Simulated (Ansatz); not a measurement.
# F₄H₇NSi₃ (built from SMILES F[Si](F)(F)F.[SiH3]N[SiH3]): a reaction path by the nudged elastic band

What path joins these two structures, and how high does it climb? Both ends were relaxed at PBE0-D4 in triple zeta.

Computed with Ansatz 0.2.0, Gaussian basis. Level: PBE0-D4/def2-SVP.

10 further runs of the same task are left out: 10 set aside as unsound or not needed.

## 1. Where the work starts

The first end: 15 atoms, charge 0, spin multiplicity 1.

Atoms are counted from 1 here; the program's logs count them from 0.

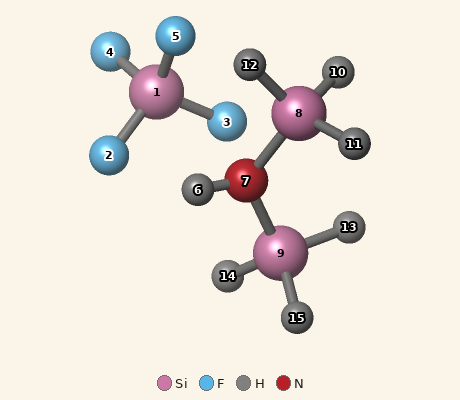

The starting geometry (silicon pink, fluorine blue, hydrogen grey, nitrogen red); atoms are numbered from 1 in the order of the file.

Coordinates:

```xyz
15

Si   -1.7307    0.9836   -1.4019
F    -1.7506    1.9125   -0.1438
F    -1.9651   -0.5086   -1.0054
F    -2.8977    1.4255   -2.3464
F    -0.3857    1.1485   -2.1806
H     0.7102    1.1440    0.9119
N     0.6590    0.1671    0.6556
Si    1.9296   -0.3675   -0.4006
Si   -0.1822   -0.8525    1.7783
H     1.3838   -1.3641   -1.3556
H     3.0554   -1.0126    0.3326
H     2.4535    0.8170   -1.1250
H    -0.1903   -2.2142    1.1876
H    -1.5701   -0.3655    1.9826
H     0.4807   -0.9132    3.1108
```

The second end:

```mol
F4H7NSi3
  3D, bonds by distance, orders not assigned

 15 13  0  0  0  0  0  0  0  0999 V2000
   -1.2477    0.1427   -1.2429 Si  0  0
    0.3231    2.5496    0.9811 F   0  0
   -2.0065   -1.2000   -1.5543 F   0  0
   -2.3306    1.1863   -0.7948 F   0  0
   -0.5782    0.6430   -2.5753 F   0  0
    0.1140    1.7153    0.6131 H   0  0
   -0.0419   -0.0541   -0.0611 N   0  0
    1.6606   -0.2103   -0.5381 Si  0  0
   -0.4677   -0.8412    1.4705 Si  0  0
    1.8216   -1.3224   -1.5056 H   0  0
    2.3856   -0.5243    0.7174 H   0  0
    2.1339    1.0611   -1.1247 H   0  0
    0.0149   -2.2439    1.4600 H   0  0
   -1.9460   -0.8061    1.5743 H   0  0
    0.1648   -0.0957    2.5806 H   0  0
  1  3  8  0
  1  4  8  0
  1  5  8  0
  1  7  8  0
  2  6  8  0
  7  8  8  0
  7  9  8  0
  8 10  8  0
  8 11  8  0
  8 12  8  0
  9 13  8  0
  9 14  8  0
  9 15  8  0
M  END
```

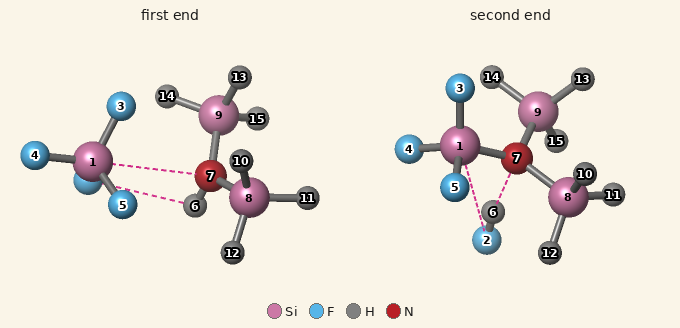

The two ends; dashed lines mark the contacts followed along the path.

## 2. The band at PBE0-D4/def2-SVP

File neb/in.yaml:

```yaml
crystal:
  periodic: [false, false, false]
  atoms:
    - {symbol: Si, position_ang: [-1.730678, 0.983616, -1.401850]}
    - {symbol: F, position_ang: [-1.750619, 1.912530, -0.143814]}
    - {symbol: F, position_ang: [-1.965073, -0.508620, -1.005375]}
    - {symbol: F, position_ang: [-2.897658, 1.425469, -2.346425]}
    - {symbol: F, position_ang: [-0.385678, 1.148502, -2.180602]}
    - {symbol: H, position_ang: [0.710235, 1.144026, 0.911866]}
    - {symbol: N, position_ang: [0.658987, 0.167117, 0.655638]}
    - {symbol: Si, position_ang: [1.929645, -0.367485, -0.400647]}
    - {symbol: Si, position_ang: [-0.182227, -0.852529, 1.778340]}
    - {symbol: H, position_ang: [1.383762, -1.364116, -1.355627]}
    - {symbol: H, position_ang: [3.055427, -1.012550, 0.332583]}
    - {symbol: H, position_ang: [2.453508, 0.816951, -1.124958]}
    - {symbol: H, position_ang: [-0.190342, -2.214237, 1.187580]}
    - {symbol: H, position_ang: [-1.570103, -0.365485, 1.982640]}
    - {symbol: H, position_ang: [0.480715, -0.913191, 3.110849]}
basis:
  gaussian: {orbitals: def2-SVP}
hamiltonian: {xc: pbe0, dispersion: d4}
neb:
  images: 5
  climbing: true
  max_iterations: 40
  initial_path: idpp
  final_atoms:
    - {symbol: Si, position_ang: [-1.247747, 0.142681, -1.242865]}
    - {symbol: F, position_ang: [0.323112, 2.549612, 0.981069]}
    - {symbol: F, position_ang: [-2.006496, -1.200010, -1.554270]}
    - {symbol: F, position_ang: [-2.330555, 1.186336, -0.794818]}
    - {symbol: F, position_ang: [-0.578176, 0.642950, -2.575293]}
    - {symbol: H, position_ang: [0.114003, 1.715315, 0.613128]}
    - {symbol: N, position_ang: [-0.041936, -0.054073, -0.061075]}
    - {symbol: Si, position_ang: [1.660559, -0.210258, -0.538098]}
    - {symbol: Si, position_ang: [-0.467666, -0.841249, 1.470479]}
    - {symbol: H, position_ang: [1.821555, -1.322421, -1.505585]}
    - {symbol: H, position_ang: [2.385572, -0.524318, 0.717431]}
    - {symbol: H, position_ang: [2.133895, 1.061105, -1.124741]}
    - {symbol: H, position_ang: [0.014944, -2.243918, 1.459959]}
    - {symbol: H, position_ang: [-1.945958, -0.806082, 1.574259]}
    - {symbol: H, position_ang: [0.164791, -0.095667, 2.580621]}
```

On the command line:

```sh
$ ansatz run in.yaml --threads 2 --pin off --events-out ev --progress --plain --max-ram 20480MiB --backend cpu
```

The program printed, shortened:

```text
Functional definition: PBE0
  name "PBE0"
  cite "Adamo & Barone, J. Chem. Phys. 110, 6158 (1999) doi:10.1063/1.478522"
  cite "Perdew, Burke & Ernzerhof, Phys. Rev. Lett. 77, 3865 (1996) doi:10.1103/PhysRevLett.77.3865"
  parent pbe
[...]
1613 factors; integrals over basis functions are off by at most 3.4e-4 eV
[...]
mean field -36072.41621303 eV, -1325.6368450670 hartree, gradient 5.3e-5 eV, S^2 0.000000; 0 other end points of the search recorded, 0 dependent functions left out
[...]
reference -36072.41624660 eV, -1325.6368463005 hartree; 46, 46 occupied and 113, 113 virtual orbitals, 1613 factors
[... from here to the last solve, the lines of the solves are left out (150 solves) ...]
WARN: NEB end point (image 0): max|allowed force component| = 1.120e0 eV/Å (the criterion of neb.relax_end_points is 1.000e-2). That is over neb.f_tol: it is no minimum, so the barrier can be far off. Relax it first
WARN: NEB end point (image 6): max|allowed force component| = 9.180e-1 eV/Å (the criterion of neb.relax_end_points is 1.000e-2). That is over neb.f_tol: it is no minimum, so the barrier can be far off. Relax it first
NEB iter   1: max|band force component| = 5.433e0 eV/Å  barrier→ = 5.5995 eV  barrier← = 5.1029 eV  Δτ_max = 0.2000 Å  (191 SCF iters)
[...]
NEB iter   6: max|band force component| = 6.353e-1 eV/Å  barrier→ = 0.8208 eV  barrier← = 0.3242 eV  Δτ_max = 0.2000 Å  (143 SCF iters)
[...]
NEB iter  11: max|band force component| = 4.687e-1 eV/Å  barrier→ = 0.9041 eV  barrier← = 0.4075 eV  CI = image 4  Δτ_max = 0.1003 Å  (140 SCF iters)
[...]
NEB iter  22: max|band force component| = 4.682e-2 eV/Å  barrier→ = 0.9282 eV  barrier← = 0.4315 eV  CI = image 4  CI's point: of a kind that is not told: the force calls were inconclusive, a negative curvature could not be distinguished from the path's own, the only one lies far off the [...]
Total energy: -36071.85261260 eV, -1325.6161331332 hartree
Atom 0 at    -1.083107     0.650373    -1.031970 Å, force    -0.002871    -0.004957     0.006342 eV/Å
Atom 1 at    -0.381481     2.300912    -0.196942 Å, force     0.004568    -0.004401     0.006300 eV/Å
Atom 2 at    -1.548187    -0.835576    -1.502500 Å, force    -0.006645     0.000604     0.003195 eV/Å
Atom 3 at    -2.513459     1.196149    -0.556597 Å, force    -0.002881    -0.002079    -0.004910 eV/Å
Atom 4 at    -0.437363     1.178929    -2.401053 Å, force     0.008198     0.000484     0.001905 eV/Å
Atom 5 at     0.103897     1.456659     0.352051 Å, force    -0.006385     0.008972    -0.010300 eV/Å
Atom 6 at     0.131442     0.140117     0.212419 Å, force     0.000089     0.007065    -0.001675 eV/Å
Atom 7 at     1.746547    -0.346819    -0.417153 Å, force     0.001579    -0.010240     0.003979 eV/Å
Atom 8 at    -0.508802    -0.888354     1.542299 Å, force     0.008641    -0.008054     0.000164 eV/Å
Atom 9 at     1.595733    -1.485570    -1.361866 Å, force    -0.001874     0.005161    -0.005867 eV/Å
Atom 10 at     2.539854    -0.763656     0.774259 Å, force     0.000367     0.002043     0.001373 eV/Å
Atom 11 at     2.355490     0.835665    -1.079442 Å, force    -0.000540    -0.000488     0.002156 eV/Å
Atom 12 at    -0.315429    -2.322145     1.191145 Å, force    -0.001576    -0.000123    -0.002651 eV/Å
Atom 13 at    -1.948474    -0.559438     1.704108 Å, force     0.000889     0.001859    -0.000110 eV/Å
Atom 14 at     0.263241    -0.557248     2.771440 Å, force    -0.001558     0.004153     0.000098 eV/Å
Dipole moment:     0.592993    -0.358271     0.579278 e Å
```

Run time: 15 min. Hardware: 2 threads of AMD EPYC 7R13, shared host; peak memory 0.88 GiB.

The last band:

```
image  path (Å)  energy (kJ/mol)  Si1–N7 (Å)  F2–H6 (Å)  Si1–F2 (Å)  H6–N7 (Å)
    0      0.00              0.0        3.26       2.79        1.56       1.01
    1      1.15            -16.8        2.33       2.42        1.61       1.02
    2      2.31             -8.0        2.04       2.12        1.64       1.03
    3      3.46              6.3        1.94       2.12        1.66       1.03
    4      4.62             89.6        1.81       1.12        1.98       1.32
    5      5.72             46.5        1.72       0.94        2.99       1.81
    6      6.82             47.9        1.70       0.94        3.63       1.90
```

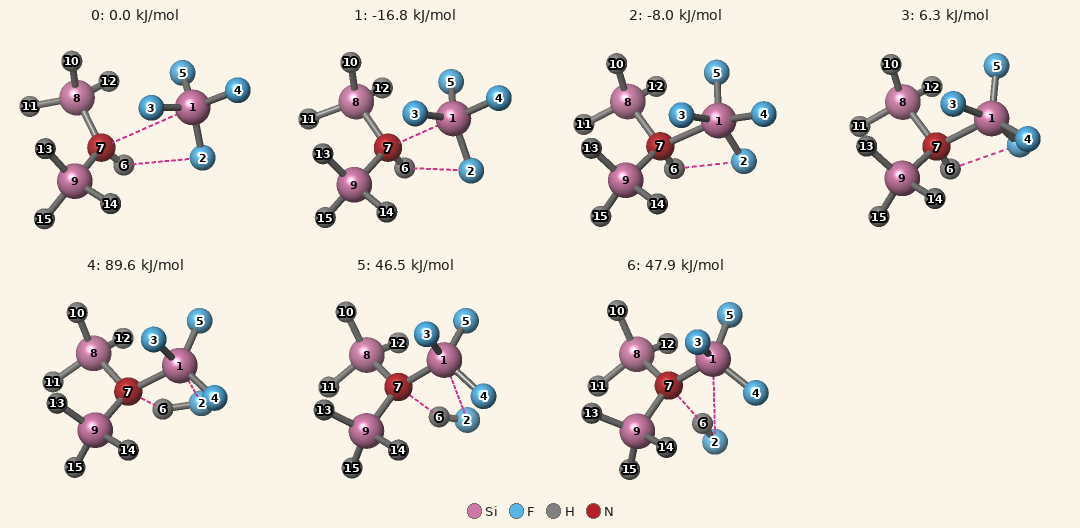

The images of the last band.

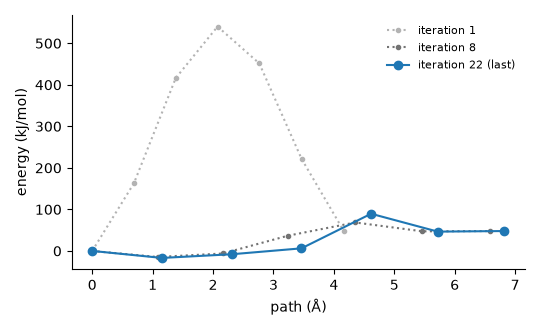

Energy along the path.

The highest image, 4:

```
Si   -1.0831    0.6504   -1.0320
F    -0.3815    2.3009   -0.1969
F    -1.5482   -0.8356   -1.5025
F    -2.5135    1.1961   -0.5566
F    -0.4374    1.1789   -2.4011
H     0.1039    1.4567    0.3521
N     0.1314    0.1401    0.2124
Si    1.7465   -0.3468   -0.4172
Si   -0.5088   -0.8884    1.5423
H     1.5957   -1.4856   -1.3619
H     2.5399   -0.7637    0.7743
H     2.3555    0.8357   -1.0794
H    -0.3154   -2.3221    1.1911
H    -1.9485   -0.5594    1.7041
H     0.2632   -0.5572    2.7714
```

## 3. Summary of results

| quantity | value |
| --- | --- |
| PBE0-D4/def2-SVP, 22 iterations | highest 89.6 kJ/mol (image 4), last end +47.9 kJ/mol |
| from earlier runs: barrier over the separately found saddle, CCSD(T)/def2-TZVPP | 148.6 kJ/mol |

In words: The highest image lies 89.6 kJ/mol above the first end, and it climbed, so it estimates the saddle. The ends are not quite minima at this level (largest force component 1.12 eV/Å), so the heights are unreliable: relaxing the first end would lower it and raise the barrier above it. The highest image is 59.0 kJ/mol below the CCSD(T) barrier in triple zeta, which comes from separate runs on the saddle.
